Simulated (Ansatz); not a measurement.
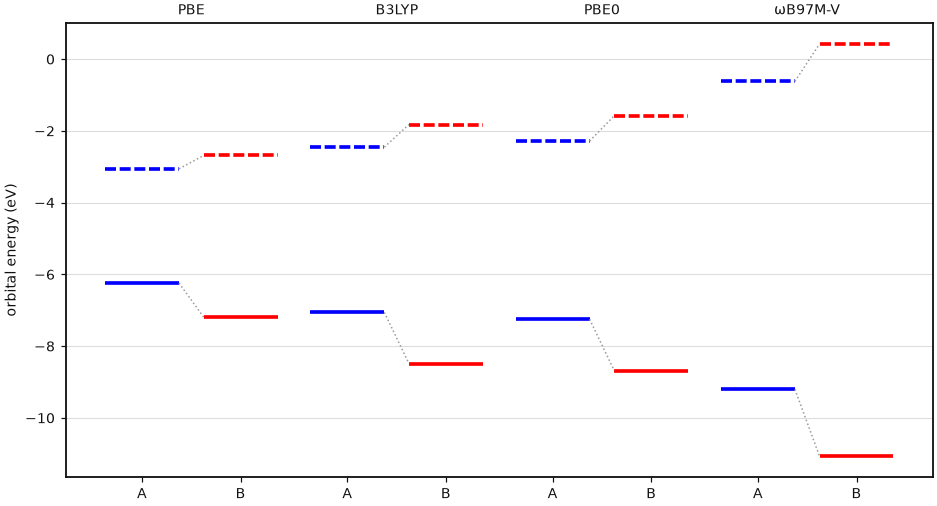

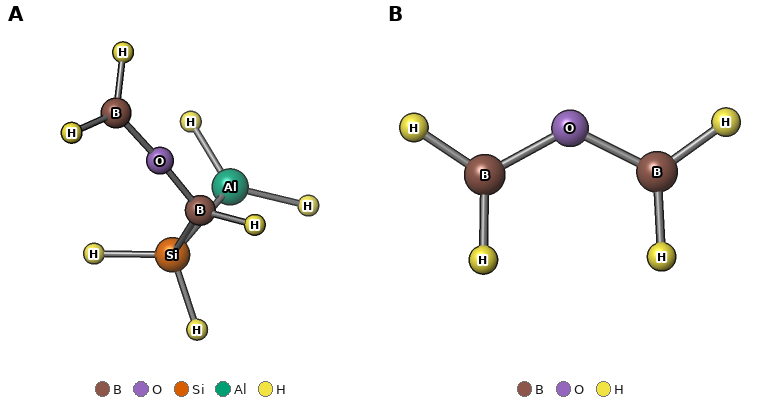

One change: A, AlB₂SiH₇O (SMILES BOB[SiH2][AlH2]), becomes B, B₂H₄O (SMILES BOB). AlSiH₄ (bound through Si) on B is replaced by H. HOMO (solid) and LUMO (dashed) computed in def2-TZVPP at PBE0-D4/def2-TZVP geometries, both minima by their frequencies, gas phase, the Ansatz code. Empty levels above zero depend strongly on the basis.

Q: What does the change do to HOMO and LUMO?

A: PBE: the HOMO falls by 0.95 eV, the LUMO rises by 0.37 eV, and the separation goes from 3.18 to 4.51 eV. B3LYP: the HOMO falls by 1.43 eV, the LUMO rises by 0.63 eV, and the separation goes from 4.61 to 6.66 eV. PBE0: the HOMO falls by 1.43 eV, the LUMO rises by 0.71 eV, and the separation goes from 4.97 to 7.11 eV. ωB97M-V: the HOMO falls by 1.87 eV, the LUMO rises by 1.04 eV, and the separation goes from 8.59 to 11.49 eV.

Q: Do the functionals agree on the effect?

A: They agree on the direction for both levels; the HOMO shift lies between −1.87 and −0.95 eV and the LUMO shift between 0.37 and 1.04 eV, while the separations themselves differ by up to 7.0 eV between functionals.

Note: one conformer of each flexible molecule.
